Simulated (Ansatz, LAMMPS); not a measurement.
# Amorphous 50HfO2-50SiO2 (mol %) (84 atoms): geometry optimisation, part 3 of 4

Aim: bring amorphous 50HfO2-50SiO2 (mol %) (84 atoms) to a nearby minimum of the energy and see what moves.

Ansatz 0.2.0; Kohn-Sham DFT, PBE, PAW (set soft_2), plane waves.

The cell: 14 Hf, 14 Si and 56 O. The quench rate of 50 K/ps is many orders above laboratory rates. The network of bonds at the start is that of the classical potential that made the cell. Only the Γ point is sampled in the main run, in a cell whose shortest periodic width is 11 Å. The levels lack spin–orbit coupling.

So far. Step 4 (Cell and atoms relaxed): The relaxation changed the energy by -63.2 meV/atom, and atoms moved by 0.23 Å r.m.s., 0.54 Å at most.

## 6. Single point at the relaxed geometry

The electronic structure is read at the final geometry, in a run of its own.

input.yaml

```yaml
crystal:
  lattice:
    - [10.45107, 0.21218, 0.08365]
    - [0.21218, 10.2966, -0.13966]
    - [0.08365, -0.13966, 10.59831]
  atoms:
    - { symbol: Hf, position: [0.45883, 0.6635, 0.80224] }
    - { symbol: Hf, position: [0.40732, 0.16762, 0.02484] }
    - { symbol: Hf, position: [0.98371, 0.89693, 0.76051] }
    - { symbol: Hf, position: [0.62125, 0.39628, 0.00924] }
    - { symbol: Hf, position: [0.82131, 0.28843, 0.43558] }
    - { symbol: Hf, position: [0.40561, 0.52903, 0.5104] }
    - { symbol: Hf, position: [0.83613, 0.83497, 0.43652] }
    - { symbol: Hf, position: [0.11712, 0.53874, 0.27981] }
    - { symbol: Hf, position: [0.19434, 0.20027, 0.79658] }
    - { symbol: Hf, position: [0.9772, 0.48464, 0.00952] }
    - { symbol: Hf, position: [0.8722, 0.24376, 0.80122] }
    - { symbol: Hf, position: [0.30646, 0.47404, 0.00755] }
    - { symbol: Hf, position: [0.66622, 0.75832, 0.11156] }
    - { symbol: Hf, position: [0.05325, 0.09331, 0.53862] }
    - { symbol: Si, position: [0.73983, 0.08586, 0.03745] }
    - { symbol: Si, position: [0.69456, 0.47497, 0.68898] }
    - { symbol: Si, position: [0.14497, 0.59957, 0.7459] }
    - { symbol: Si, position: [0.76915, 0.70288, 0.86331] }
    - { symbol: Si, position: [0.45289, 5.0e-05, 0.75023] }
    - { symbol: Si, position: [0.26847, 0.29436, 0.48834] }
    - { symbol: Si, position: [0.5955, 0.05135, 0.50453] }
    - { symbol: Si, position: [0.66423, 0.54654, 0.29069] }
    - { symbol: Si, position: [0.14129, 0.97906, 0.03413] }
    - { symbol: Si, position: [0.22078, 0.80998, 0.43047] }
    - { symbol: Si, position: [0.94042, 0.53162, 0.54373] }
    - { symbol: Si, position: [0.34662, 0.04884, 0.33106] }
    - { symbol: Si, position: [0.33704, 0.74552, 0.10253] }
    - { symbol: Si, position: [0.94113, 0.05758, 0.23572] }
    - { symbol: O, position: [0.32273, 0.70459, 0.48889] }
    - { symbol: O, position: [0.98922, 0.44828, 0.41864] }
    - { symbol: O, position: [0.04583, 0.51732, 0.65611] }
    - { symbol: O, position: [0.90266, 0.23214, 0.60365] }
    - { symbol: O, position: [0.40469, 0.33174, 0.54591] }
    - { symbol: O, position: [0.81554, 0.82571, 0.78926] }
    - { symbol: O, position: [0.84272, 0.66703, 0.99331] }
    - { symbol: O, position: [0.37966, 0.09162, 0.18965] }
    - { symbol: O, position: [0.5358, 0.54385, 0.37849] }
    - { symbol: O, position: [0.12558, 0.55415, 0.89339] }
    - { symbol: O, position: [0.29472, 0.90141, 0.32727] }
    - { symbol: O, position: [0.70207, 0.93974, 0.07347] }
    - { symbol: O, position: [0.07688, 0.04964, 0.1615] }
    - { symbol: O, position: [0.79531, 0.45662, 0.5648] }
    - { symbol: O, position: [0.3, 0.57213, 0.70993] }
    - { symbol: O, position: [0.5584, 0.54984, 0.65074] }
    - { symbol: O, position: [0.72469, 0.6954, 0.2932] }
    - { symbol: O, position: [0.7472, 0.41352, 0.31199] }
    - { symbol: O, position: [0.5046, 0.48801, 0.89712] }
    - { symbol: O, position: [0.96029, 0.1513, 0.36588] }
    - { symbol: O, position: [0.11291, 0.71871, 0.36339] }
    - { symbol: O, position: [0.66707, 0.91175, 0.46817] }
    - { symbol: O, position: [0.03755, 0.92168, 0.93976] }
    - { symbol: O, position: [0.8995, 0.91749, 0.28193] }
    - { symbol: O, position: [0.91727, 0.95195, 0.56878] }
    - { symbol: O, position: [0.22189, 0.09375, 0.96705] }
    - { symbol: O, position: [0.23839, 0.8658, 0.08268] }
    - { symbol: O, position: [0.16619, 0.25869, 0.60289] }
    - { symbol: O, position: [0.63229, 0.54518, 0.13604] }
    - { symbol: O, position: [0.89008, 0.67826, 0.52806] }
    - { symbol: O, position: [0.77904, 0.57474, 0.77099] }
    - { symbol: O, position: [0.28034, 0.6182, 0.17317] }
    - { symbol: O, position: [0.24093, 0.16102, 0.39842] }
    - { symbol: O, position: [0.83277, 0.13482, 0.15391] }
    - { symbol: O, position: [0.0386, 0.08742, 0.73986] }
    - { symbol: O, position: [0.10551, 0.75105, 0.73054] }
    - { symbol: O, position: [0.46717, 0.05918, 0.42165] }
    - { symbol: O, position: [0.43823, 0.35881, 0.09622] }
    - { symbol: O, position: [0.34625, 0.67407, 0.95828] }
    - { symbol: O, position: [0.96129, 0.55862, 0.18188] }
    - { symbol: O, position: [0.81269, 0.0963, 0.90022] }
    - { symbol: O, position: [0.81792, 0.3789, 0.97507] }
    - { symbol: O, position: [0.2453, 0.43342, 0.40972] }
    - { symbol: O, position: [0.03276, 0.31514, 0.86682] }
    - { symbol: O, position: [0.48346, 0.04417, 0.89526] }
    - { symbol: O, position: [0.56344, 0.05449, 0.65523] }
    - { symbol: O, position: [0.44926, 0.84046, 0.73954] }
    - { symbol: O, position: [0.68214, 0.17288, 0.46289] }
    - { symbol: O, position: [0.61919, 0.72292, 0.91443] }
    - { symbol: O, position: [0.31557, 0.06855, 0.71424] }
    - { symbol: O, position: [0.1496, 0.41821, 0.10556] }
    - { symbol: O, position: [0.69578, 0.33855, 0.7603] }
    - { symbol: O, position: [0.31504, 0.30574, 0.89675] }
    - { symbol: O, position: [0.1585, 0.92626, 0.52345] }
    - { symbol: O, position: [0.61788, 0.19516, 0.04116] }
    - { symbol: O, position: [0.48034, 0.78258, 0.1426] }
kpoints:
  mp_grid: { grid: [1, 1, 1] }
hamiltonian:
  xc: pbe
scf:
  occupations: { method: fermi_dirac, width: 0.025 }
output:
  forces: true
  stress: true
  populations: true
  dos:
    method: { smearing: { sigma: 0.08 } }
    de: 0.05
    projected: { site_lists: { Hf: [Hf], O: [O], Si: [Si] } }
  eigenvalues: true
  write_density: true
  write_potential: true
  volumetric_format: npy
```

Launch:

```console
> ansatz run input.yaml --threads 4 --pin off --max-ram 8192MiB --backend cpu --events-out ev --progress --plain --runs-dir out
```

Numbers of over 12 decimals in the logs are rounded to 6 here.

The log of the run:

```text
[...]
Crystal: 84 atoms, lattice volume = 1139.731 Å³
Basis set: ecut = 420 eV, 22295 PW (Γ), exchange–correlation on 144×144×144 points (8 copies of the dense FFT grid, shifted against one another)
Bands: 462, of which v1, the nominal top of the filled ones, is band 378 counted from 1 (377 counted from 0)
Symmetry: 1 space group operations
[...]
k-points: 1
[...]
SCF iter   1: F=—  HF=-260889.180170 eV  |F-HF|=—  |Δ(HF+E_count)|=         —  Δρ=3.41e-3  dr2=1.62e-1  ethr=1.77e-3  ⟨swp⟩=6.0  Hψ=1754  notcnv=0  defer=56
[...]
SCF iter  10: F=-260889.170291 eV  HF=-260889.170291 eV  |F-HF|=6.32e-9  |Δ(HF+E_count)|=   1.10e-7  Δρ=2.33e-6  dr2=6.00e-8  ethr=1.32e-11  ⟨swp⟩=16.0  Hψ=3781  notcnv=0
SCF 1 converged in 10 iterations: F = -260889.170291 eV  dr2 = 6.00e-8
[...]
SCF converged after 10 iterations
Free energy (F): -260889.170291 eV
[...]
Internal energy: -260889.170291 eV  (E = F + TS)
E sigma→0 (E₀):  -260889.170291 eV
Fermi energy:    8.925440 eV
[...]
--- Forces (eV/Å), atoms counted from 1 ---
  atom   1  Hf    -0.00401098    -0.00455755     0.00256075
  atom   2  Hf     0.00319088     0.01019924     0.00442178
  atom   3  Hf     0.00604758     0.00893779     0.00336049
  atom   4  Hf    -0.01491496     0.00860930    -0.00208372
  atom   5  Hf    -0.00184769     0.00600974    -0.00792038
  atom   6  Hf     0.01261106     0.01850684    -0.00647093
  atom   7  Hf    -0.00897307    -0.01144060     0.00185731
  atom   8  Hf    -0.00679534    -0.00377752    -0.01026390
  atom   9  Hf    -0.01230828     0.01490263     0.00496573
  atom  10  Hf    -0.00962502    -0.00176544     0.01764975
  atom  11  Hf     0.01374390    -0.01272592     0.00217614
  atom  12  Hf     0.01010045    -0.00706316    -0.00173682
  atom  13  Hf    -0.00030470     0.00366668     0.00668465
  atom  14  Hf     0.00290496    -0.00926328    -0.00426973
[...]
atom  83  O      0.01247222    -0.01104908    -0.00459087
  atom  84  O      0.01514647     0.00475672    -0.00013351
  max |Σ_I F_I| component: 4.23e-5 eV/Å
--- Stress (GPa, compression-positive) ---
       -0.021675      -0.001817       0.004821
       -0.001816      -0.046951      -0.000345
        0.004822      -0.000345      -0.009094
  P = ⅓ Tr σ = -0.0259 GPa (-0.259 kbar)
--- Band table (eV) ---
[...]
--- Löwdin populations: 84 sites ---
  site symbol       q [e]
     0     Hf     24.4744
     1     Hf     24.4699
     2     Hf     24.4674
[...]
83      O      6.6962
  spilling = 0.005993 (of n_electrons = 756.000000)
```

Run time: 29 s. Hardware: 4 threads of Arm Neoverse V1, shared host; peak memory 1.7 GiB; 1.9 min of CPU time.

Read from the output:

| Property | Result |
| --- | --- |
| free energy | -260889.1703 eV |
| free energy per atom | -3105.8235 eV/atom |
| SCF cycles | 10 |
| pressure | -0.02591 GPa |
| r.m.s. force component | 0.00625 eV/Å |
| longest force | 0.02331 eV/Å |
| Fermi energy | 8.925 eV |
| gap (highest filled to lowest empty level) | 4.247 eV |
| spilling of the projection | 0.005993 |

Löwdin charges by element and coordination (they lack the spilled electrons, 0.054 e an atom on average):

```
element  coordination  atoms  mean charge (e)  spread   least    most
     Hf           all     14             1.52  0.0246    1.48    1.58
     Hf             5      2             1.54  0.0065    1.53    1.55
     Hf             6     10             1.53   0.022    1.49    1.58
     Hf             7      2             1.49  0.0059    1.48    1.49
      O           all     56           -0.727  0.0415  -0.801  -0.597
      O             2     29           -0.736  0.0422  -0.801  -0.597
      O             3     26            -0.72  0.0372  -0.779  -0.646
      O             4      1           -0.656       0  -0.656  -0.656
     Si           all     14             1.71  0.0287    1.66    1.76
```

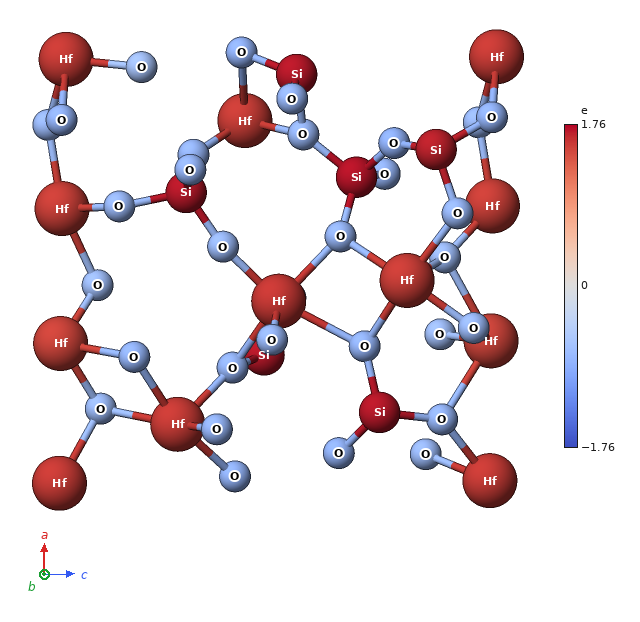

Atoms coloured by Löwdin charge. Drawn is a slice 5 Å thick, seen along the normal of the ac plane.

States in the cell by windows of 1 eV, zero at the Fermi level; the larger projections on atomic orbitals stand beside the total:

| from (eV) | to (eV) | total | O p | Hf d | Hf f |
| --- | --- | --- | --- | --- | --- |
| -14 | -13 | 3.6 | 0.0 | 0.0 | 3.5 |
| -13 | -12 | 192.4 | 0.9 | 0.0 | 191.2 |
| -12 | -11 | 0.0 | 0.0 | 0.0 | 0.0 |
| -11 | -10 | 7.1 | 4.7 | 0.1 | 0.1 |
| -10 | -9 | 6.5 | 4.4 | 0.2 | 0.0 |
| -9 | -8 | 12.4 | 8.3 | 0.7 | 0.1 |
| -8 | -7 | 27.8 | 20.1 | 2.3 | 0.1 |
| -7 | -6 | 48.1 | 36.0 | 5.1 | 0.1 |
| -6 | -5 | 52.1 | 41.9 | 5.9 | 0.1 |
| -5 | -4 | 65.9 | 56.7 | 5.2 | 0.1 |
| -4 | -3 | 72.2 | 65.9 | 3.3 | 0.1 |
| -3 | -2 | 43.8 | 41.5 | 1.2 | 0.1 |
| -2 | -1 | 0.1 | 0.1 | 0.0 | 0.0 |
| -1 | 2 | 0.0 | 0.0 | 0.0 | 0.0 |
| 2 | 3 | 21.6 | 2.3 | 15.8 | 0.0 |
| 3 | 4 | 44.0 | 5.5 | 32.8 | 0.0 |
| 4 | 5 | 34.9 | 4.9 | 19.5 | 0.0 |

Between -26 and -14 eV lie 112 more states.

The stored curve holds about 644 of the 756 electrons; the rest, give or take the few that broadening carries across the Fermi level, lie in deeper levels below its range.

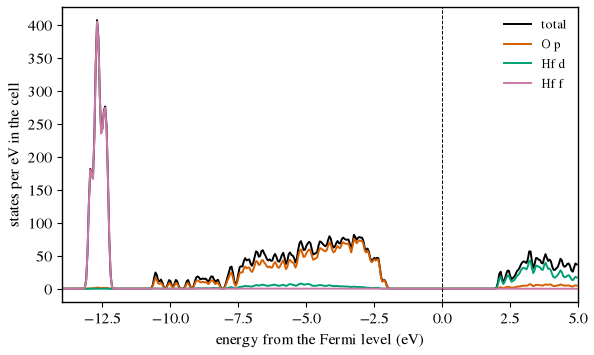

Total and projected density of states, with the broadening of the input.

The levels nearest the highest filled one (over half full), pooled over k-points and spins:

```csv
level less the highest filled one (eV),occupation
-0.351,2
-0.271,2
-0.243,2
-0.222,2
-0.163,2
0,2
4.25,0
4.27,0
4.46,0
4.55,0
4.59,0
4.73,0
```

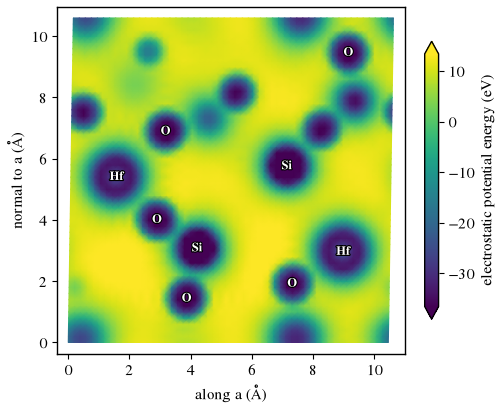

Electrostatic potential energy in the ac plane at fractional y = 0.544, with atoms of Hf and Si and O within 0.2 Å of it. With pseudopotentials it is smooth inside the atoms' cores, unlike the true potential. The map starts off the cell's origin, so that atoms lie inside it.

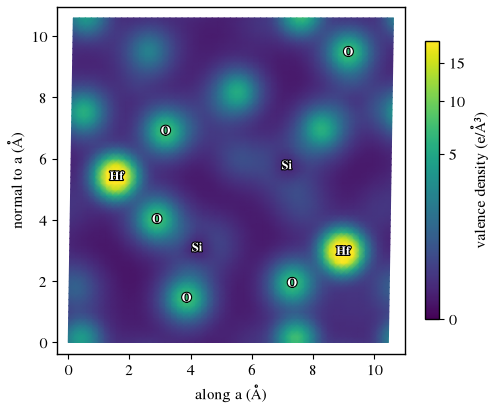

Valence density in the ac plane at fractional y = 0.544, with atoms of Hf and Si and O within 0.2 Å of it. It is the smooth field of the valence electrons, not physical close to the nuclei. The map starts off the cell's origin, so that atoms lie inside it. The colour scale is stretched toward low values.

Mean Löwdin charges: Hf +1.52, O -0.73, Si +1.71 e (they miss 0.60 % of the electrons, so they add up to more than the cell's charge). The largest share in the top eV of filled states is O p (95 % of the projected weight), and in the lowest eV of empty states Hf d (76 % of the projected weight).

The surroundings of Hf3, which has 5 bonded neighbours where the commonest count for Hf is 6, nearest first, numbered as they follow in the input and with coordinates relative to it.

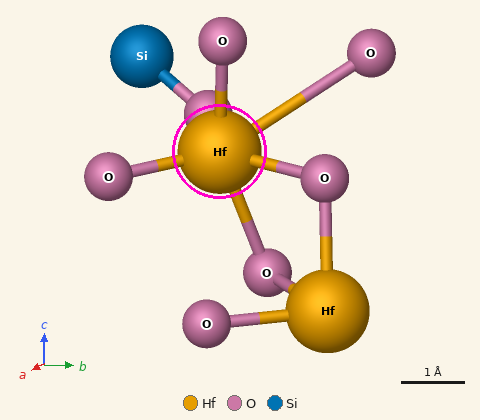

The atoms of the table, within 3.3 Å (arrows a, b, c point along x, y, z); some may hide others; the central atom is ringed.

```csv
atom,x,y,z,distance (Å),bonds,Löwdin charge (e)
Hf3,0.00,0.00,0.00,0.00,5,1.53
O64,1.24,-1.47,-0.29,1.95,2,-0.71
O34,-1.77,-0.77,0.30,1.95,2,-0.70
O51,0.58,0.24,1.90,2.00,2,-0.74
O63,0.61,1.98,-0.24,2.08,4,-0.66
O53,-0.70,0.58,-2.05,2.24,3,-0.68
O69,-1.73,2.00,1.44,3.01,2,-0.72
O82,1.81,0.37,-2.50,3.11,2,-0.73
Hf14,0.75,2.07,-2.37,3.24,7,1.49
Si18,-2.27,-2.06,1.10,3.26,4,1.66
```

The column of bonds counts only the pairs O-Hf within 2.82 Å, O-Si within 2.08 Å; other neighbours, such as metal atoms beside each other in a compound, aren't counted, and periodic images can show an atom twice.

## 7. K-mesh 2×2×2

A denser mesh tests the sampling of the Brillouin zone.

Edit input.yaml of step 6 so:

```diff
@@ -8,3 +8,3 @@
 kpoints:
-  mp_grid: { grid: [1, 1, 1] }
+  mp_grid: { grid: [2, 2, 2] }
 hamiltonian:
@@ -22,4 +22 @@
   eigenvalues: true
-  write_density: true
-  write_potential: true
-  volumetric_format: npy
```

The log of the run:

```text
[...]
Crystal: 84 atoms, lattice volume = 1139.731 Å³
Basis set: ecut = 420 eV, 22295 PW (Γ), exchange–correlation on 144×144×144 points (8 copies of the dense FFT grid, shifted against one another)
Bands: 462, of which v1, the nominal top of the filled ones, is band 378 counted from 1 (377 counted from 0)
Symmetry: 1 space group operations
[...]
k-points: 8
[...]
SCF iter   1: F=—  HF=-260889.238863 eV  |F-HF|=—  |Δ(HF+E_count)|=         —  Δρ=3.40e-3  dr2=1.60e-1  ethr=1.77e-3  ⟨swp⟩=6.0  Hψ=14053  notcnv=0  defer=424
[...]
SCF iter   9: F=—  HF=-260889.228143 eV  |F-HF|=—  |Δ(HF+E_count)|=   3.73e-7  Δρ=3.67e-6  dr2=1.80e-7  ethr=3.10e-10  ⟨swp⟩=2.0  Hψ=5708  notcnv=0  defer=628
SCF iter  10: F=-260889.228143 eV  HF=-260889.228143 eV  |F-HF|=9.14e-9  |Δ(HF+E_count)|=   1.06e-7  Δρ=2.27e-6  dr2=5.74e-8  ethr=1.32e-11  ⟨swp⟩=13.0  Hψ=18068  notcnv=0
SCF 1 converged in 10 iterations: F = -260889.228143 eV  dr2 = 5.74e-8
[...]
SCF converged after 10 iterations
Free energy (F): -260889.228143 eV
[...]
Internal energy: -260889.228143 eV  (E = F + TS)
E sigma→0 (E₀):  -260889.228143 eV
Fermi energy:    8.928525 eV
[...]
Σ components = -260889.228143   (vs F -260889.228143, Δ=0.00e0)
--- Forces (eV/Å), atoms counted from 1 ---
  atom   1  Hf    -0.00271752     0.00635398    -0.01222539
  atom   2  Hf    -0.00485471     0.01330085     0.02074273
  atom   3  Hf     0.01251706     0.01655484    -0.00386573
  atom   4  Hf    -0.00777150    -0.05655630     0.00459706
[...]
atom  84  O      0.01878843     0.00049193     0.00104688
  max |Σ_I F_I| component: 3.92e-5 eV/Å
--- Stress (GPa, compression-positive) ---
       -0.001771      -0.001980       0.006573
       -0.001979      -0.034025       0.001113
        0.006573       0.001113      -0.015172
  P = ⅓ Tr σ = -0.0170 GPa (-0.170 kbar)
--- Band table (eV; the first three rows and the last of 8) ---
[...]
--- Löwdin populations: 84 sites ---
  site symbol       q [e]
     0     Hf     24.4754
     1     Hf     24.4702
     2     Hf     24.4687
[...]
83      O      6.6963
  spilling = 0.005991 (of n_electrons = 756.000000)
```

The job ended after 4.3 min (4 threads; peak memory 6.3 GiB).

The program notes that it cut back its work space to fit the memory limit.

Geometry and reference: those of the single point at the relaxed geometry.

Forces differ from those of the single point at the relaxed geometry by 8.7 meV/Å r.m.s.; the energy by -0.69 meV/atom. It took 4.3 min and 10 cycles; the reference's time can't be set against it, since the two runs asked for unlike analyses.

(Continued in part 4 of 4.)

[Logs are printed without paths, hosts, clocks, repeated set-up lines and the standing remarks that a program may print on its own settings, such as how far it seeks lower states.]

[Hosts, paths, dates, database ids (printed as entryN), source tags and the programs' standing remarks are cut or masked in the printed files.]
